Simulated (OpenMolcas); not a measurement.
# doublet C2H7NSi+: levels of theory compared

Wanted: a comparison of 4 runs (UB3LYP/def2-SVP, UBLYP/def2-SVP, UM06-L/def2-SVP, UTPSS/def2-SVP) of doublet C2H7NSi+. 

The results are computed with OpenMolcas 26.06.

### 1 The system as given

C2H7NSi+: 11 atoms, total charge +1, spin state doublet. As SMILES of the parent species, `NC1C[SiH2]1`. The coordinates come from a PBE0-D4/def2-TZVP relaxation. This is one conformer, not always the lowest. That shape belongs to the parent species and isn't relaxed for this state.

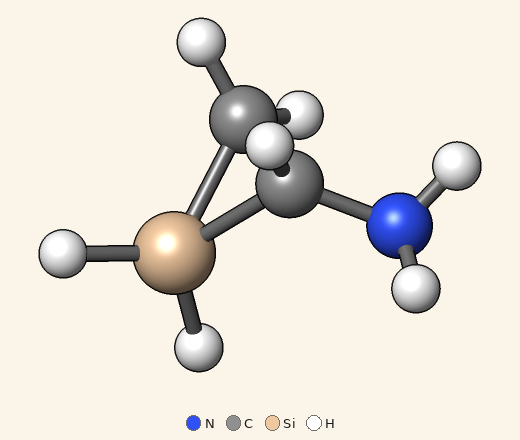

Viewed from a chosen angle; nitrogen blue, carbon grey, silicon light orange, hydrogen white.

### 2 A single-point energy at UB3LYP/def2-SVP (run 1)

File run.inp:

```
* C2H7NSi Kohn-Sham DFT
>>> EXPORT MOLCAS_PRINT=2
&GATEWAY
BasLib=$CurrDir
Coord
11
angstrom
N       -1.337200       0.826100      -0.314200
C        0.048100       0.587400      -0.015100
C        0.296100      -0.519700       1.025200
Si       0.845000      -0.955900      -0.685100
H       -1.450400       1.288300      -1.206000
H       -1.774000       1.401500       0.397500
H        0.701400       1.454200       0.118600
H        1.025100      -0.311700       1.801300
H       -0.607900      -0.997000       1.390600
H        2.288700      -0.939900      -1.005500
H        0.030300      -1.890100      -1.486800
Basis=def2-SVP
Group=NoSym
&SEWARD
GridInput
Grid=UltraFine
End of Grid
&SCF
UHF
Charge=1
Spin=2
KSDFT=B3LYP
Thresholds=1e-10 1e-07 1e-07 1e-05
PrOrbitals=1 1
```

The basis set def2-SVP is read from a file made from the Basis Set Exchange's data (not shown).

The run is started by

```
$ export MOLCAS_MEM=1860
$ pymolcas run.inp > run.log
```

Output:

```text
--- Start Module: gateway ---
[...]
--- Stop Module: gateway /rc=_RC_ALL_IS_WELL_ ---
--- Start Module: seward ---
[...]
      Basis functions           95
--- Stop Module: seward /rc=_RC_ALL_IS_WELL_ ---
[...]
--- Start Module: scf ---
[...]
       Convergence after  22 Iterations
[...]
::    Total KS-DFT energy                            -424.1372587463
[...]
      Total spin, S                                     0.5013814301
[...]
      Total electronic charge=   39.000000
      Total            charge=    1.000000
[...]
      Dipole Moment (debye):
      Origin of the operator (angstrom)=    0.1268   -0.1966   -0.1566
                   X= -4.4440E-01               Y=  1.7951E+00               Z= -8.5662E-03           Total=  1.8494E+00
      Center of Charge (angstrom)
[...]
--- Stop Module: scf /rc=_RC_ALL_IS_WELL_ ---
[...]
```

Run time: 2.2 min. Hardware: 1 thread of AMD EPYC 7R43 (Zen 3), shared host; peak memory 0.52 GiB.

### 3 The energy at UBLYP/def2-SVP (run 2)

File run.inp:

```
>>> EXPORT MOLCAS_PRINT=2

&gateway
  baslib=$CurrDir
  coord
  11
  angstrom
  N       -1.337200       0.826100      -0.314200
  C        0.048100       0.587400      -0.015100
  C        0.296100      -0.519700       1.025200
  Si       0.845000      -0.955900      -0.685100
  H       -1.450400       1.288300      -1.206000
  H       -1.774000       1.401500       0.397500
  H        0.701400       1.454200       0.118600
  H        1.025100      -0.311700       1.801300
  H       -0.607900      -0.997000       1.390600
  H        2.288700      -0.939900      -1.005500
  H        0.030300      -1.890100      -1.486800
  basis=def2-SVP
  group=NoSym

&seward
  gridinput
  Grid=UltraFine
  End of Grid

&scf
  uhf
  charge=1
  spin=2
  ksdft=BLYP
  thresholds=1e-10 1e-07 1e-07 1e-05
  prorbitals=1 1
```

The basis set def2-SVP is read from a file made from the Basis Set Exchange's data (not shown).

The run is started by

```
$ export MOLCAS_MEM=1860
$ pymolcas run.inp > run.log
```

Output:

```text
--- Start Module: gateway ---
[...]
--- Stop Module: gateway /rc=_RC_ALL_IS_WELL_ ---
--- Start Module: seward ---
[...]
      Basis functions           95
--- Stop Module: seward /rc=_RC_ALL_IS_WELL_ ---
[...]
--- Start Module: scf ---
[...]
       Convergence after  26 Iterations
[...]
::    Total KS-DFT energy                            -424.0477994326
[...]
      Total spin, S                                     0.5007509094
[...]
      Total electronic charge=   39.000000
      Total            charge=    1.000000
[...]
      Dipole Moment (debye):
      Origin of the operator (angstrom)=    0.1268   -0.1966   -0.1566
                   X= -5.8501E-01               Y=  1.8434E+00               Z=  4.1659E-02           Total=  1.9345E+00
      Center of Charge (angstrom)
[...]
--- Stop Module: scf /rc=_RC_ALL_IS_WELL_ ---
[...]
```

Run time: 1.9 min. Hardware: 1 thread of AMD EPYC 7R43 (Zen 3), shared host; peak memory 0.52 GiB.

Run 3 isn't shown in full; the table further down has it.

### 4 A single-point energy at UTPSS/def2-SVP (run 4)

File coord.xyz:

```xyz
11

N     -1.337200     0.826100    -0.314200
C      0.048100     0.587400    -0.015100
C      0.296100    -0.519700     1.025200
Si     0.845000    -0.955900    -0.685100
H     -1.450400     1.288300    -1.206000
H     -1.774000     1.401500     0.397500
H      0.701400     1.454200     0.118600
H      1.025100    -0.311700     1.801300
H     -0.607900    -0.997000     1.390600
H      2.288700    -0.939900    -1.005500
H      0.030300    -1.890100    -1.486800
```

File run.inp:

```
* C2H7NSi Kohn-Sham DFT
&gateway
baslib=$CurrDir
coord=coord.xyz
basis=def2-SVP
group=NoSym
&seward
gridinput
Grid=UltraFine
End of Grid
&scf
uhf
charge=1
spin=2
ksdft=2
1.0 MGGA_X_TPSS
1.0 MGGA_C_TPSS
thresholds=1e-10 1e-07 1e-07 1e-05
prorbitals=1 2
```

The basis set def2-SVP is read from a file made from the Basis Set Exchange's data (not shown).

The run is started by

```
$ export MOLCAS_MEM=1860
$ pymolcas run.inp > run.log
```

Output:

```text
--- Start Module: gateway ---
[...]
--- Stop Module: gateway /rc=_RC_ALL_IS_WELL_ ---
--- Start Module: seward ---
[...]
      Basis functions           95
--- Stop Module: seward /rc=_RC_ALL_IS_WELL_ ---
[...]
--- Start Module: scf ---
[...]
       Convergence after  25 Iterations
[...]
::    Total KS-DFT energy                            -424.1740572730
[...]
      Total spin, S                                     0.5011025757
[...]
      Total electronic charge=   39.000000
      Total            charge=    1.000000
[...]
      Dipole Moment (debye):
      Origin of the operator (angstrom)=    0.1268   -0.1966   -0.1566
                   X= -6.1603E-01               Y=  1.8924E+00               Z=  5.5307E-02           Total=  1.9909E+00
      Center of Charge (angstrom)
[...]
--- Stop Module: scf /rc=_RC_ALL_IS_WELL_ ---
[...]
```

Run time: 3.3 min. Hardware: 1 thread of AMD EPYC 7R43 (Zen 3), shared host; peak memory 0.52 GiB.

### 5 Overview of the runs

| run | level | energy (Eh) | HOMO energy (eV) | LUMO energy (eV) | ⟨S²⟩ | wall time |
| --- | --- | --- | --- | --- | --- | --- |
| 1 | UB3LYP/def2-SVP | -424.137259 | -13.09 | -10.64 | 0.753 | 2.2 min |
| 2 | UBLYP/def2-SVP | -424.047799 | -11.85 | -11.06 | 0.752 | 1.9 min |
| 3 | UM06-L/def2-SVP | -424.103705 | -12.26 | -11.30 | 0.753 | 3.3 min |
| 4 | UTPSS/def2-SVP | -424.174057 | -12.16 | -11.16 | 0.752 | 3.3 min |

### 6 Outcome

| quantity | value |
| --- | --- |
| run 4: total energy | -424.17406 Eh |
| run 4: HOMO energy (highest over α and β) | -12.16 eV |
| run 4: LUMO energy (lowest over α and β) | -11.16 eV |
| run 4: ⟨S²⟩ | 0.752 |

In words: Totals of different functionals can't be ranked against each other. All runs together took 11 min, the longest 3.3 min.
